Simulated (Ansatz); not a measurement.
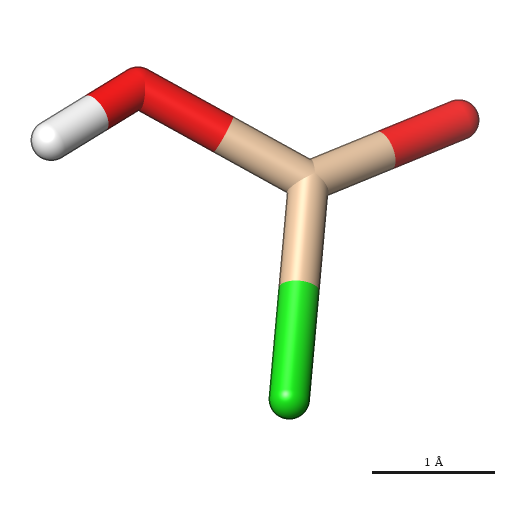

Rendered structure (stick style). Every bond is drawn as one stick, whatever its order. Colours: oxygen red, silicon light orange, chlorine green, hydrogen white.

The computed structure is the end point of a PBE0-D4/def2-TZVP optimisation. No frequency run is at hand to confirm it as a minimum.

**Count the atoms of each element.**

ClHO₂Si, 5 atoms: 1 chlorine, 1 hydrogen, 2 oxygen and 1 silicon.

**How many sets of symmetry-equivalent atoms are there?**

5: 1 O, 1 Si, 1 O, 1 Cl, 1 H.

**Give the symmetry (Schoenflies symbol).**

Cs.

**How many bonds of each kind are drawn?**

2 O–Si, 1 O–H, 1 Cl–Si. Sticks follow a distance rule.

More results for the same structure follow; atom numbers are the same in all pictures, views and colours differ.

## Shape

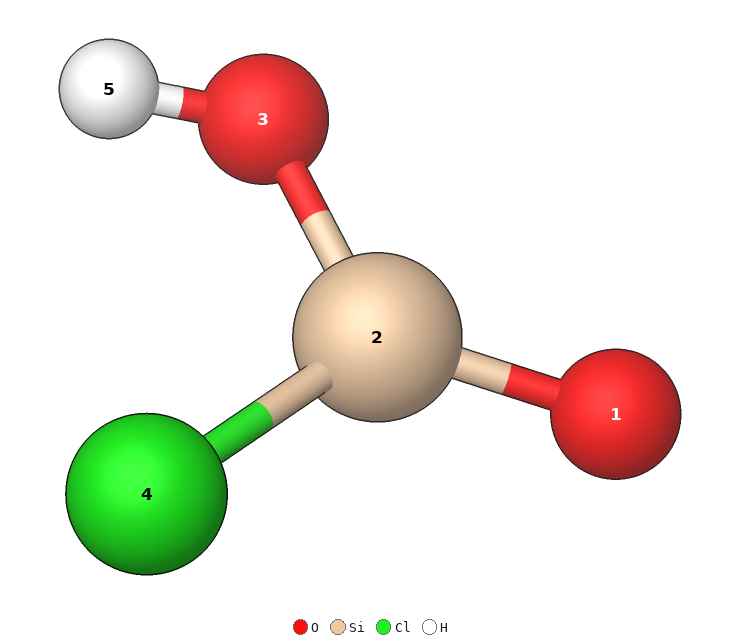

The atoms are numbered. No frequency run is at hand to confirm it as a minimum.

What are the angles O1–Si2–O3, O1–Si2–Cl4, O3–Si2–Cl4, Si2–O3–H5?

```
     angle  degrees
 O1–Si2–O3    126.4
O1–Si2–Cl4    125.0
O3–Si2–Cl4    108.6
 Si2–O3–H5    118.0
```

## Electronic properties

No frequency run is at hand to confirm it as a minimum. Properties computed with RKS PBE0-D4/def2-TZVPP (Ansatz 0.2.0).

**Estimate the HOMO–LUMO gap.**

7.28 eV.

**What is the HOMO energy (Kohn–Sham orbital)?**

−8.69 eV.

## Dipole moment

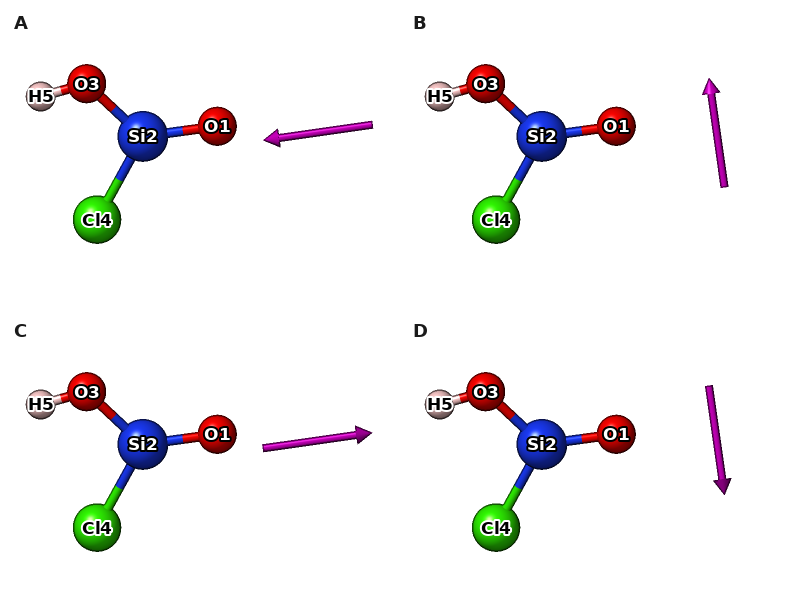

The same molecule four times, each with an arrow. No frequency run is at hand to confirm it as a minimum. Method: RKS PBE0-D4/def2-TZVP (Ansatz 0.2.0).

**Which arrow points along the dipole moment, from the negative to the positive end?**

A. The dipole moment is 4.66 D; it points from the side of O1 to the side of H5 (the outermost atoms at the two ends).

## Charges

The questions are on Mulliken charges. No frequency run is at hand to confirm it as a minimum. Properties computed with RKS PBE0-D4/def2-TZVP (Ansatz 0.2.0).

**Which atom carries the highest charge (most positive or least negative)?**

Si2 (0.77 e).

**And the lowest?**

O1 (−0.50 e).

List the Mulliken charges.

```csv
atom,value (e)
O1,−0.50
Si2,0.77
O3,−0.45
Cl4,−0.16
H5,0.34
```

Mulliken values depend strongly on the basis set and can even reverse the polarity of a bond.
